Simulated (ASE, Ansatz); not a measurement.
**Localised basis functions on Σ7 (111) twist boundary in a Pd-Ir solid solution (84 atoms)**

Wanted: errors and times of a linear-scaling basis for Σ7 (111) twist boundary in a Pd-Ir solid solution (84 atoms). A setting counts as converged where the r.m.s. difference of forces stays under 1 % of the r.m.s. force.

Calculated with Ansatz 0.2.0; Kohn-Sham DFT, PBE, PAW (set soft_2), plane waves.

## 1. Starting point

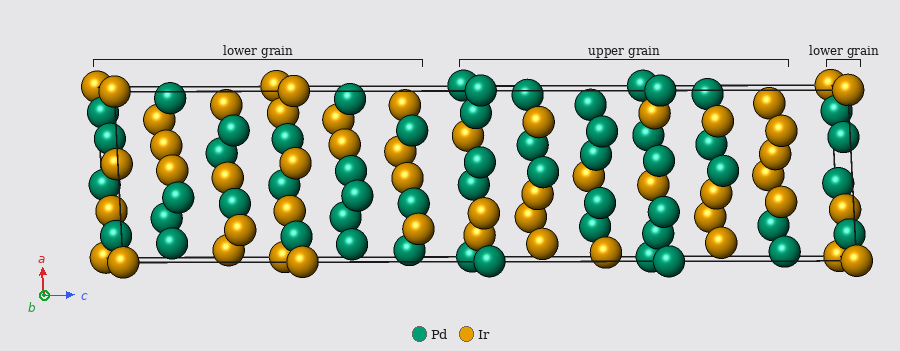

The cell as given, from the side, with the c axis across the page (palladium teal, iridium orange). Some periodic images of atoms are drawn too.

The cell holds 84 atoms: 44 Pd and 40 Ir. Cell: a = 7.232 Å, b = 7.232 Å, c = 27.381 Å, α = 90.0°, β = 90.0°, γ = 120.0°. It derives from Pd and Ir. Fcc Pd lattice (a = 3.8655 Å, the value set for the mixture); two grains turned against each other by 81.79 deg about [111]; 1 x 1 coincidence cells, 2 lattice periods a grain, two boundaries a cell, upper grain shifted by [0, 0] of the boundary cell and opened by 0.3 Å, one atom of each pair nearer than 2.05 Å removed; 40 of 84 Pd sites given to Ir at random (lattice constant by Vegard's rule between Pd and Ir); not relaxed, displaced by a Gaussian of 0.02 Å. Regions: lower grain, 42 atoms (22 Pd and 20 Ir); upper grain, 42 atoms (20 Ir and 22 Pd).

Limits known from the start: The host structure and its lattice constant were typed by rule, without a check against the phase diagram. No spin–orbit coupling is included, so levels derived from the heavy atoms are approximate.

## 2. Plane-wave single point

The first run fixes the reference, at a cutoff of 420 eV.

input.yaml

```yaml
crystal:
  lattice:
    - [7.23169, 0.0, 0.0]
    - [-3.61584, 6.26283, 0.0]
    - [0.0, 0.0, 27.38097]
  atoms:
    - { symbol: Pd, position: [0.85841, 0.28521, 0.99978] }
    - { symbol: Ir, position: [0.80823, 0.05085, 0.08139] }
    - { symbol: Pd, position: [0.71284, 0.56927, 0.00063] }
    - { symbol: Pd, position: [0.95469, 0.76447, 0.08106] }
    - { symbol: Pd, position: [0.43112, 0.14497, 0.00026] }
    - { symbol: Ir, position: [0.66418, 0.33198, 0.08255] }
    - { symbol: Ir, position: [0.90591, 0.5226, 0.16273] }
    - { symbol: Pd, position: [0.61265, 0.09189, 0.16313] }
    - { symbol: Ir, position: [0.85248, 0.284, 0.24514] }
    - { symbol: Ir, position: [0.80672, 0.0424, 0.32572] }
    - { symbol: Ir, position: [0.57211, 0.8583, 0.0014] }
    - { symbol: Ir, position: [0.28463, 0.42804, 0.00113] }
    - { symbol: Ir, position: [0.5274, 0.61939, 0.0823] }
    - { symbol: Pd, position: [0.76624, 0.8104, 0.16435] }
    - { symbol: Ir, position: [0.00102, 0.00158, 0.00017] }
    - { symbol: Pd, position: [0.23558, 0.19175, 0.08135] }
    - { symbol: Ir, position: [0.47687, 0.38549, 0.16286] }
    - { symbol: Pd, position: [0.7075, 0.56551, 0.24303] }
    - { symbol: Pd, position: [0.94716, 0.76341, 0.3262] }
    - { symbol: Pd, position: [0.42626, 0.14113, 0.24516] }
    - { symbol: Ir, position: [0.66885, 0.33236, 0.32584] }
    - { symbol: Ir, position: [0.90286, 0.51628, 0.40626] }
    - { symbol: Ir, position: [0.62075, 0.09542, 0.40673] }
    - { symbol: Pd, position: [0.14737, 0.71203, 0.99899] }
    - { symbol: Pd, position: [0.37664, 0.90066, 0.08201] }
    - { symbol: Pd, position: [0.09641, 0.48369, 0.08019] }
    - { symbol: Pd, position: [0.33262, 0.66609, 0.16426] }
    - { symbol: Ir, position: [0.57537, 0.86286, 0.24508] }
    - { symbol: Ir, position: [0.04915, 0.23318, 0.16265] }
    - { symbol: Ir, position: [0.28289, 0.42682, 0.24403] }
    - { symbol: Pd, position: [0.52135, 0.61484, 0.32608] }
    - { symbol: Pd, position: [0.76329, 0.81294, 0.40756] }
    - { symbol: Ir, position: [0.00181, 0.00045, 0.24463] }
    - { symbol: Pd, position: [0.23909, 0.18963, 0.32539] }
    - { symbol: Ir, position: [0.47266, 0.3824, 0.40793] }
    - { symbol: Ir, position: [0.18754, 0.95311, 0.16297] }
    - { symbol: Pd, position: [0.14142, 0.71607, 0.24486] }
    - { symbol: Pd, position: [0.38551, 0.90208, 0.3262] }
    - { symbol: Pd, position: [0.08904, 0.47237, 0.32565] }
    - { symbol: Pd, position: [0.33148, 0.66361, 0.40812] }
    - { symbol: Pd, position: [0.04727, 0.23857, 0.40903] }
    - { symbol: Ir, position: [0.19158, 0.95218, 0.40604] }
    - { symbol: Ir, position: [0.27921, 0.85607, 0.49854] }
    - { symbol: Pd, position: [0.57388, 0.71918, 0.49985] }
    - { symbol: Pd, position: [0.52089, 0.90756, 0.58092] }
    - { symbol: Pd, position: [0.85817, 0.5732, 0.50114] }
    - { symbol: Ir, position: [0.81019, 0.76072, 0.58173] }
    - { symbol: Pd, position: [0.75969, 0.95783, 0.66298] }
    - { symbol: Ir, position: [0.13971, 0.43361, 0.50099] }
    - { symbol: Ir, position: [0.09277, 0.6175, 0.58165] }
    - { symbol: Ir, position: [0.04704, 0.80705, 0.66339] }
    - { symbol: Pd, position: [0.43095, 0.28739, 0.50008] }
    - { symbol: Ir, position: [0.38079, 0.4762, 0.58196] }
    - { symbol: Pd, position: [0.33261, 0.66341, 0.66206] }
    - { symbol: Pd, position: [0.28554, 0.86389, 0.74373] }
    - { symbol: Ir, position: [0.71375, 0.14123, 0.49898] }
    - { symbol: Pd, position: [0.66393, 0.33576, 0.58193] }
    - { symbol: Pd, position: [0.61134, 0.5178, 0.66328] }
    - { symbol: Pd, position: [0.58074, 0.72195, 0.74397] }
    - { symbol: Pd, position: [0.52643, 0.90448, 0.82648] }
    - { symbol: Pd, position: [0.95355, 0.19453, 0.58182] }
    - { symbol: Pd, position: [0.89982, 0.38155, 0.66265] }
    - { symbol: Ir, position: [0.8549, 0.56717, 0.74485] }
    - { symbol: Ir, position: [0.81274, 0.7593, 0.82612] }
    - { symbol: Ir, position: [0.76108, 0.95577, 0.90749] }
    - { symbol: Pd, position: [0.00257, 0.00106, 0.49946] }
    - { symbol: Ir, position: [0.23469, 0.05295, 0.58106] }
    - { symbol: Pd, position: [0.18303, 0.23548, 0.66373] }
    - { symbol: Pd, position: [0.14677, 0.42464, 0.74484] }
    - { symbol: Ir, position: [0.09713, 0.61831, 0.82559] }
    - { symbol: Pd, position: [0.04989, 0.81133, 0.90699] }
    - { symbol: Ir, position: [0.47472, 0.09666, 0.66198] }
    - { symbol: Ir, position: [0.42724, 0.28562, 0.74489] }
    - { symbol: Ir, position: [0.38259, 0.4786, 0.82546] }
    - { symbol: Ir, position: [0.33715, 0.67247, 0.90874] }
    - { symbol: Pd, position: [0.71416, 0.14406, 0.74473] }
    - { symbol: Pd, position: [0.66486, 0.3353, 0.82557] }
    - { symbol: Ir, position: [0.61292, 0.52422, 0.90743] }
    - { symbol: Pd, position: [0.95562, 0.18902, 0.82729] }
    - { symbol: Ir, position: [0.90664, 0.38899, 0.90614] }
    - { symbol: Pd, position: [0.99961, 0.99604, 0.74426] }
    - { symbol: Ir, position: [0.23359, 0.04374, 0.8259] }
    - { symbol: Pd, position: [0.18819, 0.23894, 0.90684] }
    - { symbol: Ir, position: [0.47799, 0.09659, 0.90667] }
kpoints:
  mp_grid: { grid: [3, 3, 1] }
hamiltonian:
  xc: pbe
scf:
  occupations: { method: cold, width: 0.15 }
output:
  forces: true
  stress: true
  populations: intrinsic
  dos:
    method: { smearing: { sigma: 0.08 } }
    de: 0.1
    projected:
      site_lists:
        Ir: [Ir]
        Pd: [Pd]
        lower_grain: [0, 1, 2, 3, 4, 5, 6, 7, 8, 9, 10, 11, 12, 13, 14, 15, 16, 17, 18, 19, 20, 21, 22, 23, 24, 25, 26, 27, 28, 29, 30, 31, 32, 33, 34, 35, 36, 37, 38, 39, 40, 41]
        upper_grain: [42, 43, 44, 45, 46, 47, 48, 49, 50, 51, 52, 53, 54, 55, 56, 57, 58, 59, 60, 61, 62, 63, 64, 65, 66, 67, 68, 69, 70, 71, 72, 73, 74, 75, 76, 77, 78, 79, 80, 81, 82, 83]
  eigenvalues: true
  write_density: true
  write_potential: true
  volumetric_format: npy
```

Run with:

```bash
$ ansatz run input.yaml --threads 32 --pin off --max-ram 143360MiB --backend cuda --events-out ev --progress --plain --runs-dir out
```

Numbers of over 12 decimals in the logs are rounded to 6 here.

The program printed:

```text
Engine: ansatz 0.2.0, aarch64-unknown-linux-gnu
Pseudopotentials: kind: paw
Pseudopotential: Pd, paw, valence charge 18, recommended cutoff 420 eV (normal), Pd.paw.azcp
Pseudopotential: Ir, paw, valence charge 17, recommended cutoff 420 eV (normal), Ir.paw.azcp
[... 5 lines on functional and potentials left out ...]
device memory: the entry about to start is reckoned to put 35.4 GiB on a device that reports 182.5 GiB free
GPU FFT provider: cuFFT
GPU libraries: cuBLAS 13.8.1, cuFFT 12.4.0, cuSOLVER 12.3.2
GPU matrix products: emulated (plane waves: as basis.precision tells), large ones in fixed point in workspaces of 1.00 GiB
Crystal: 84 atoms, lattice volume = 1240.107 Å³
Basis set: ecut = 420 eV, 24187 PW (Γ), exchange–correlation on 100×100×384 points (8 copies of the dense FFT grid, shifted against one another)
Bands: 884, of which v1, the nominal top of the filled ones, is band 736 counted from 1 (735 counted from 0)
Symmetry: 1 space group operations
Space group: P1 (ITA 1), of the structure as read, at distance tolerance 1.1e-4 Å
k-points: 5 of 9 (time reversal used)
[... 5 lines on functional and potentials left out ...]
Initial density: superposition of atomic densities (neutral atoms: chi_scale 0, normalization atom), corrected by the library's trained network
Initial wavefunctions: pseudopotential atomic-orbital guess
GPU buffer pool allocated for 480000 grid points (all kernels)
GPU transforms: local potential and band sums: pruned to the plane-wave sphere, on 50×50×192
Functional: x = pbe(κ = 0.804, μ = 0.219515), c = pbe(β = 0.066725)
SCF iter   1: F=—  HF=-784203.333612 eV  |F-HF|=—  |Δ(HF+E_count)|=         —  Δρ=1.41e-2  dr2=2.26e1  ethr=1.77e-3  ⟨swp⟩=5.0  Hψ=14938  notcnv=0  defer=275
preconditioner: auto → Kerker (q_TF=auto, 2.807 Å⁻¹)  [metal: Δε(μ)=0.011 eV  Ē_g=7.454 eV  σ=0.150 eV  W_gap=0.05  n_scr=462 (ndim 8)  ℏωp=29.8 eV  f_vac=0.000  D(μ)=112.94/eV (n_scr^D=1426)]
SCF iter   2: F=—  HF=-784203.119443 eV  |F-HF|=—  |Δ(HF+E_count)|=   2.14e-1  S|Δr|=    0.00e0  Δρ=6.96e-3  dr2=7.67e0  ethr=1.53e-3  ⟨swp⟩=1.0  Hψ=5085  notcnv=0  defer=281
SCF iter   3: F=—  HF=-784203.028599 eV  |F-HF|=—  |Δ(HF+E_count)|=   9.08e-2  S|Δr|=    0.00e0  Δρ=1.26e-3  dr2=4.46e-1  ethr=5.21e-4  ⟨swp⟩=1.0  Hψ=3908  notcnv=0  defer=281
SCF iter   4: F=—  HF=-784203.029456 eV  |F-HF|=—  |Δ(HF+E_count)|=   8.58e-4  S|Δr|=    0.00e0  Δρ=4.14e-4  dr2=2.40e-2  ethr=3.03e-5  ⟨swp⟩=1.0  Hψ=3908  notcnv=0  defer=281
SCF iter   5: F=—  HF=-784203.027961 eV  |F-HF|=—  |Δ(HF+E_count)|=   1.50e-3  S|Δr|=    0.00e0  Δρ=1.73e-4  dr2=2.24e-3  ethr=1.63e-6  ⟨swp⟩=1.0  Hψ=3908  notcnv=0  defer=281
SCF iter   6: F=—  HF=-784203.003624 eV  |F-HF|=—  |Δ(HF+E_count)|=   2.43e-2  S|Δr|=    0.00e0  Δρ=5.24e-5  dr2=7.73e-5  ethr=1.52e-7  ⟨swp⟩=1.0  Hψ=3908  notcnv=0  defer=281
SCF iter   7: F=—  HF=-784203.014521 eV  |F-HF|=—  |Δ(HF+E_count)|=   1.09e-2  S|Δr|=    0.00e0  Δρ=1.80e-5  dr2=1.41e-5  ethr=5.25e-9  ⟨swp⟩=2.2  Hψ=7257  notcnv=0  defer=284
SCF iter   8: F=—  HF=-784203.014520 eV  |F-HF|=—  |Δ(HF+E_count)|=   7.77e-7  S|Δr|=    0.00e0  Δρ=5.34e-6  dr2=1.22e-6  ethr=9.57e-10  ⟨swp⟩=1.0  Hψ=3908  notcnv=0  defer=284
SCF iter   9: F=-784203.014520 eV  HF=-784203.014520 eV  |F-HF|=7.82e-8  |Δ(HF+E_count)|=   8.94e-8  S|Δr|=    0.00e0  Δρ=1.52e-6  dr2=8.88e-8  ethr=6.79e-12  ⟨swp⟩=10.4  Hψ=28281  notcnv=0
SCF 1 converged in 9 iterations: F = -784203.014520 eV  dr2 = 8.88e-8
  greatest PAW one-centre occupation: 1.000 electrons in one spin orbital (limit 2), on the Ir atom at site 8 (counted from 0), in its partial waves of l = 0
SCF converged after 9 iterations
Stability not checked: this state was not tested for a lower state beside it, because cold or Methfessel-Paxton smearing, or corrected tetrahedra, fill the levels in a way that the test cannot read (fill_not_monotonic; see scf.lower_state_search)
Free energy (F): -784203.014520 eV
Harris-Foulkes:  -784203.014520 eV  (|F-HF|=7.82e-8)
Internal energy: -784202.995188 eV  (E = F + TS)
E sigma→0 (E₀):  -784203.008076 eV
Entropy (-TS):   -0.019333 eV (-0.230 meV/atom)
Fermi energy:    22.086944 eV
Step filling:    the computed levels leave a gap of 0.0000 eV = 0.0 smearing widths at the electron count; against every level under it full and every level over it empty, smearing changes F+E_penalty+E_count by -4.386 meV and its σ→0 estimate by +2.058 meV
--- Per-component energies (eV) ---
  E_band       = -10085.253547
  E_kinetic    = 47473.504688
  E_local      = -124638.483674  (includes V_loc(G=0)·N_el)
  E_nonlocal   = 12451.729176
  E_hartree    = 49838.371088
  E_xc         = -18132.783888
  E_vxc        = -21306.198174  (∫ρ·V_xc dr)
  E_paw        = -533928.836997  (= ΣΔE_a)
  E_vpaw       = -23742.542652  (= ΣTr[D̂ρ^β])
  E_aug_tail   = 0.011826  (compensation charges beyond the density's cutoff)
  E_ewald      = -217266.507406
  E_smearing   = -0.019333  (= −TS)
  E_closure    = 0.000000  (closes the sum)
  Σ components = -784203.014520   (vs F -784203.014520, Δ=0.00e0)
--- Forces (eV/Å), atoms counted from 1 ---
[... 84 lines of forces left out ...]
  max |Σ_I F_I| component: 4.92e-5 eV/Å
--- Stress (GPa, compression-positive) ---
        3.654566      -0.067456      -0.095629
       -0.067456       3.554456       0.153312
       -0.095629       0.153312       2.194408
  P = ⅓ Tr σ = 3.1345 GPa (31.345 kbar)
--- Band table (eV; the first three rows and the last of 5) ---
--- intrinsic populations: 84 sites ---
  site symbol       q [e]
[... 84 lines, one an atom, left out ...]
  spilling = -0.000000 (of n_electrons = 1472.000000)
```

Wall time 4.5 s (1 × NVIDIA GB200 with 32 threads of Arm Neoverse V2, shared host); peak memory 3.1 GiB; 21 s of CPU time.

That memory is the host's; the program planned up to 35.4 GiB on the GPU. Forces of this run were stored rounded, and per-atom blocks of the log weren't kept.

Numbers from this run:

```yaml
free_energy: -784203.0145 eV
free_energy_per_atom: -9335.7502 eV/atom
scf_cycles: 9
pressure: 3.134 GPa
r_m_s_force_component: 0.5016 eV/Å
longest_force: 1.695 eV/Å
fermi_energy: 22.09 eV
levels_partly_filled_by_over_2_per_cent: 89
```

The r.m.s. force component of 0.50 eV/Å and the pressure of 3.1 GPa set the scale for the differences below.

## 3. Support functions low

With localised support functions most steps grow linearly with size, though the diagonalisation grows faster unless the density matrix is cut; this run measures error and cost at this size. The level low gives here a grid of 36×36×144 points and a radius of 3.75 Å.

This step: Kohn-Sham DFT, PBE, PAW (set soft_2), localised support functions (low) (Ansatz 0.2.0).

input.yaml, the sections that differ from step 2:

```yaml
scf:
  occupations: { method: cold, width: 0.15 }
  eigensolver: { kind: { support_functions: { accuracy: low } } }
  mixing: { beta: 0.2 }
  max_iter: 150
output:
  forces: true
  eigenvalues: true
# crystal, kpoints, hamiltonian: as in step 2
```

The program printed:

```text
Warning: scf.eigensolver.kind.support_functions: disabling space-group detection — the functions' gradient is summed over unrotated k-points, so no spatial operation reduces the k-mesh or symmetrises the density; time reversal is kept, so that k and −k are solved as one point where they differ and the mesh holds both, and exact exchange and, on two spinor components, a DFT+U term hold to it where the run has them: [...]
settings of this run that can trade accuracy for cost: scf.eigensolver.kind.support_functions; scf.eigensolver.kind.support_functions.accuracy: low [...]
[...]
GPU FFT provider: cuFFT
GPU libraries: cuBLAS 13.8.1, cuFFT 12.4.0, cuSOLVER 12.3.2
[...]
Crystal: 84 atoms, lattice volume = 1240.107 Å³
Basis set: ecut = 420 eV, 24187 PW (Γ), exchange–correlation on 100×100×384 points (8 copies of the dense FFT grid, shifted against one another)
Bands: 884, of which v1, the nominal top of the filled ones, is band 736 counted from 1 (735 counted from 0)
Symmetry: 1 space group operations
k-points: 5 of 9 (time reversal used)
[...]
GPU buffer pool allocated for 480000 grid points (all kernels)
Eigensolver: Support functions (low, 36×36×144 points, laid for a spacing of at most 0.220337 Å, radius 3.752845 Å, 2 species' potentials softened for the grid, 1 wholly corrected for its errors in the mean over positions, 2 with the egg-box correction, energy correction by stochastic trace)
[...]
SCF iter   1: F=—  HF=-784390.020799 eV  |F-HF|=—  |Δ(HF+E_count)|=         —  Δρ=2.99e-1  dr2=2.87e3  ethr=1.00e-1
[...]
SCF iter  17: F=—  HF=-784203.043949 eV  |F-HF|=—  |Δ(HF+E_count)|=   1.08e-2  S|Δr|=    0.00e0  Δρ=3.43e-5  dr2=8.80e-6  ethr=1.53e-9
SCF iter  18: F=-784203.053637 eV  HF=-784203.053640 eV  |F-HF|=2.91e-6  |Δ(HF+E_count)|=   9.69e-3  S|Δr|=    0.00e0  Δρ=2.08e-5  dr2=5.23e-6  ethr=5.98e-10
SCF 1 converged in 18 iterations: F = -784203.263433 eV  dr2 = 5.23e-6
[...]
SCF converged after 18 iterations
[...]
Free energy (F): -784203.263433 eV
[...]
Internal energy: -784203.244601 eV  (E = F + TS)
E sigma→0 (E₀):  -784203.257156 eV
Entropy (-TS):   -0.018831 eV (-0.224 meV/atom)
Fermi energy:    22.086968 eV
[...]
Σ components = -784203.263433   (vs F -784203.263433, Δ=0.00e0)
--- Forces (eV/Å), atoms counted from 1 ---
[... 84 lines of forces left out ...]
  max |Σ_I F_I| component: 1.46e-2 eV/Å
--- Band table (eV; the first three rows and the last of 5) ---
```

Run time: 11 s. Hardware: 1 × NVIDIA GB200 with 32 threads; peak memory 1.5 GiB; 20 s of CPU time.

That memory is the host's; the program planned up to 5.9 GiB on the GPU.

The program notes that the band table was not solved further than the SCF left it and it switched symmetry off.

Keys that differ from the reference: support_functions.accuracy = "low", scf.max_iter = 150 and scf.mixing.beta = 0.2.

Forces differ from the reference by 1.6 meV/Å r.m.s., 0.31 % of their size, within a tolerance of 1 %; the energy by -3.0 meV/atom. It took 11 s and 18 cycles; the reference's time can't be set against it, since the two runs asked for unlike analyses.

## 4. Support functions medium

The level medium is asked for. Here it resolves to the same grid and radius as in the run with support functions low, so the basis is not new.

This step: Kohn-Sham DFT, PBE, PAW (set soft_2), localised support functions (medium) (Ansatz 0.2.0).

input.yaml, the sections that differ from step 3:

```yaml
scf:
  occupations: { method: cold, width: 0.15 }
  eigensolver: { kind: { support_functions: { accuracy: medium } } }
  mixing: { beta: 0.2 }
  max_iter: 150
# crystal, kpoints, hamiltonian, output: as in step 3
```

The program printed:

```text
[...]
GPU FFT provider: cuFFT
GPU libraries: cuBLAS 13.8.1, cuFFT 12.4.0, cuSOLVER 12.3.2
[...]
Crystal: 84 atoms, lattice volume = 1240.107 Å³
Basis set: ecut = 420 eV, 24187 PW (Γ), exchange–correlation on 100×100×384 points (8 copies of the dense FFT grid, shifted against one another)
Bands: 884, of which v1, the nominal top of the filled ones, is band 736 counted from 1 (735 counted from 0)
Symmetry: 1 space group operations
k-points: 5 of 9 (time reversal used)
[...]
GPU buffer pool allocated for 480000 grid points (all kernels)
Eigensolver: Support functions (medium, 36×36×144 points, laid for a spacing of at most 0.220337 Å, radius 3.752845 Å, 2 species' potentials softened for the grid, 1 wholly corrected for its errors in the mean over positions, 2 with the egg-box correction, energy correction by stochastic trace)
[...]
SCF iter   1: F=—  HF=-784390.020799 eV  |F-HF|=—  |Δ(HF+E_count)|=         —  Δρ=2.99e-1  dr2=2.87e3  ethr=1.00e-1
[...]
SCF iter  18: F=—  HF=-784203.053640 eV  |F-HF|=—  |Δ(HF+E_count)|=   9.69e-3  S|Δr|=    0.00e0  Δρ=2.08e-5  dr2=5.23e-6  ethr=5.98e-10
SCF iter  19: F=-784203.053639 eV  HF=-784203.053639 eV  |F-HF|=6.32e-7  |Δ(HF+E_count)|=   1.70e-7  S|Δr|=    0.00e0  Δρ=6.36e-6  dr2=8.45e-7  ethr=3.56e-10
SCF 1 converged in 19 iterations: F = -784203.263432 eV  dr2 = 8.45e-7
[...]
SCF converged after 19 iterations
[...]
Free energy (F): -784203.263432 eV
[...]
Internal energy: -784203.244597 eV  (E = F + TS)
E sigma→0 (E₀):  -784203.257153 eV
Entropy (-TS):   -0.018835 eV (-0.224 meV/atom)
Fermi energy:    22.086855 eV
[...]
Σ components = -784203.263432   (vs F -784203.263432, Δ=0.00e0)
--- Forces (eV/Å), atoms counted from 1 ---
[... 84 lines of forces left out ...]
  max |Σ_I F_I| component: 1.45e-2 eV/Å
--- Band table (eV; the first three rows and the last of 5) ---
```

The job ended after 11 s (1 × NVIDIA GB200 with 32 threads; peak memory 1.5 GiB; 20 s of CPU time).

That memory is the host's; the program planned up to 5.9 GiB on the GPU.

Keys that differ from the reference: support_functions.accuracy = "medium", scf.max_iter = 150 and scf.mixing.beta = 0.2.

Forces differ from the reference by 1.6 meV/Å r.m.s., 0.32 % of their size, within a tolerance of 1 %; the energy by -3.0 meV/atom. It took 11 s and 19 cycles; the reference's time can't be set against it, since the two runs asked for unlike analyses.

(Part 1 of 3 ends here.)

[Logs are printed without paths, hosts, clocks, repeated set-up lines and the standing remarks that a program may print on its own settings, such as how far it seeks lower states.]

[Hosts, paths, dates, database ids (printed as entryN), source tags and the programs' standing remarks are cut or masked in the printed files.]
